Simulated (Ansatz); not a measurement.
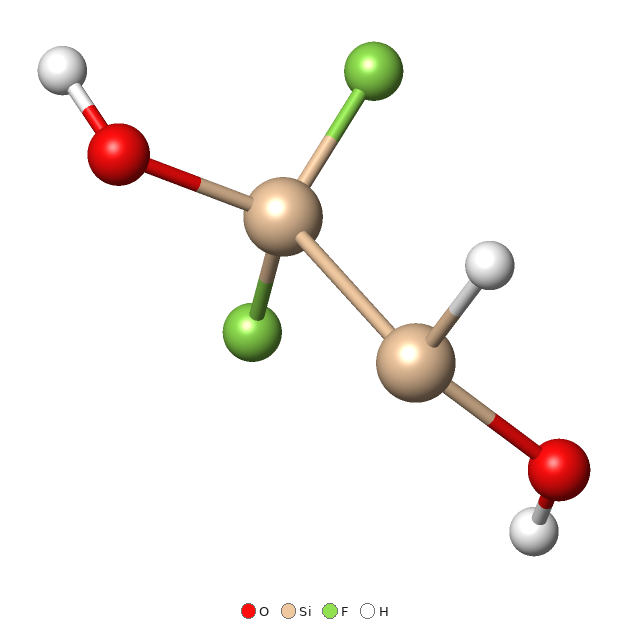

(Drawn from a calculation with Ansatz.)

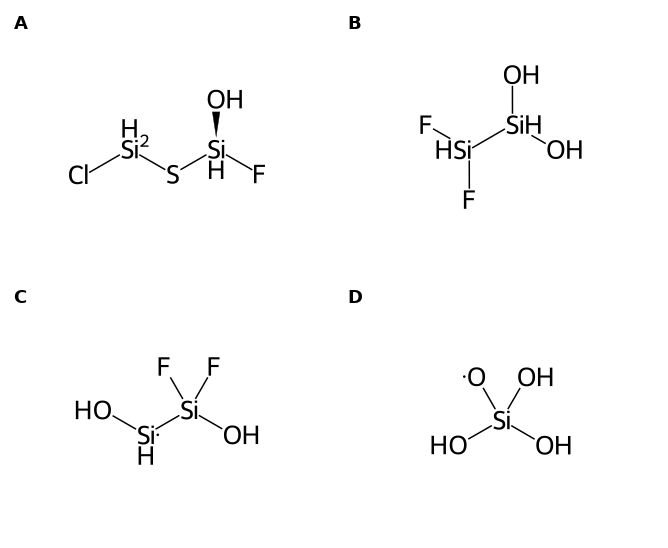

Which structural formula matches the 3D model?

C, `O[SiH][Si](O)(F)F`.
